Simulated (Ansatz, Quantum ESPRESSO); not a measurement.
# Work functions of clean metal faces in two plane-wave codes, Ir(110) to Pb(111)

Do two independent codes agree on PBE work functions, and is their disagreement small beside the miss against experiment?

**Method.** Quantum ESPRESSO 7.5 (pw.x, pp.x): slabs at the tabulated lattice constant, outer layers relaxed under PBE by Ansatz 0.2.0 (PAW) or by pw.x, 16 to 19 Å of vacuum, cold smearing of 0.02 Ry, SCF threshold 1e-7 Ry, k-spacings of 0.17 to 0.35 Å⁻¹ (2π included); slabs of magnetic metals were started with moments, and † marks those that keep one. The work function is the vacuum level of the electrostatic potential less the Fermi level. GBRV ultrasoft files. The second code, Ansatz 0.2.0, uses PAW datasets and Fermi-Dirac smearing of 0.1 eV on the same atoms and mesh.

What came out:

| face | layers | k mesh | pw.x (eV) | Ansatz (eV) | pw.x − Ansatz (eV) | measured (eV) |
| --- | --- | --- | --- | --- | --- | --- |
| Ir(110) | 7 | 8×10 | 5.00 | 4.99 | +0.01 | 5.42* |
| Ir(111) | 5 | 12×12 | 5.52 | 5.52 | −0.01 | 5.78 |
| Pt(100) | 7 | 10×10 | 5.69 | 5.67 | +0.02 | 5.70* |
| Pt(110) | 7 | 8×10 | 5.27 | 5.26 | +0.01 | 5.53* |
| Pt(111) | 5 | 12×12 | 5.74 | 5.73 | +0.01 | 5.91 |
| Au(100) | 7 | 8×8 | 5.10 | 5.09 | +0.01 | 5.22* |
| Au(110) | 7 | 8×8 | 4.91 | 4.90 | +0.01 | 5.16* |
| Au(111) | 5 | 12×12 | 5.33 | 5.30 | +0.03 | 5.33* |
| Pb(100) | 7 | 8×8 | 3.84 | 3.81 | +0.04 | - |
| Pb(110) | 7 | 6×8 | 3.71 | 3.72 | −0.01 | - |
| Pb(111) | 5 | 12×12 | 3.74 | 3.75 | −0.01 | - |

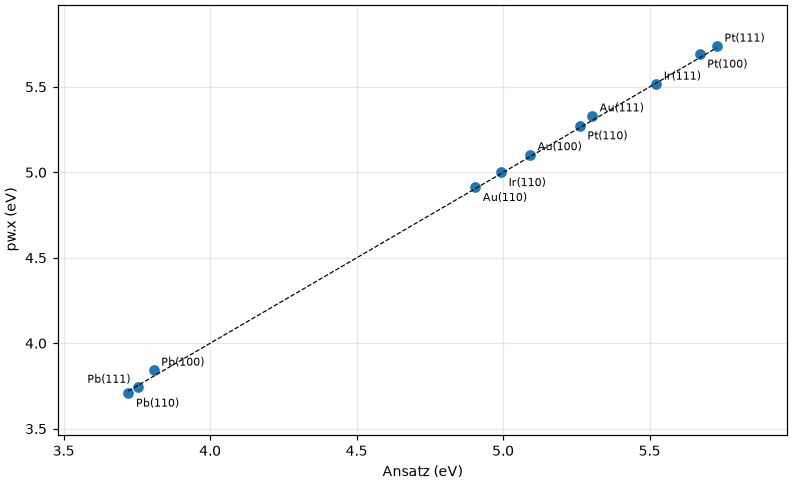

Work function by pw.x against that by Ansatz; the dashed line marks agreement.

**Reading.** The codes differ by 0.015 eV on average and by at most 0.04 eV, on Pb(100). pw.x lies above Ansatz on 8 faces and below on 3. Against the 2 measured values on unreconstructed faces pw.x misses by 0.22 eV on average (mean signed −0.22 eV), 28 times the difference between the codes on those faces; so few faces allow no general verdict.

What the numbers leave out: Slabs this thin leave some 0.05 to 0.1 eV open. The two smearings differ.  A star marks a face that reconstructs in reality. Measured values, compiled in “Anisotropic work function of elemental crystals” (2019, arxiv:1902.07811) and “Properties of real metallic surfaces: Effects of density functional semilocality and van der Waals nonlocality” (2017, arxiv:1702.08515), differ between sources by 0.1 eV or more. Of 71 clean slabs run, each face is listed once, in this or a sister table, where both codes converged.
